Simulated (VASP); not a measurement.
Band structure of Li2Se (antifluorite). Computed with optB88-vdW, VASP's PBE PAW potentials (set 64) (plane waves; VASP).

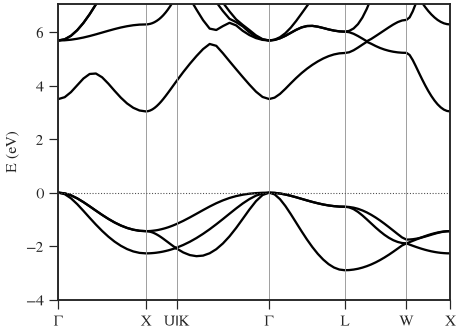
Fig. 1. Bands along high-symmetry lines, zero at the valence-band maximum or, without a gap, the Fermi level

Q: Read the plot: is there a gap, and where are the band edges?

A: The gap is indirect, 3.04 eV, from the valence maximum at Γ to the conduction minimum at X. (Edges off the drawn lines would not show.)

The compound is Li2Se in the antifluorite structure. It was relaxed first.
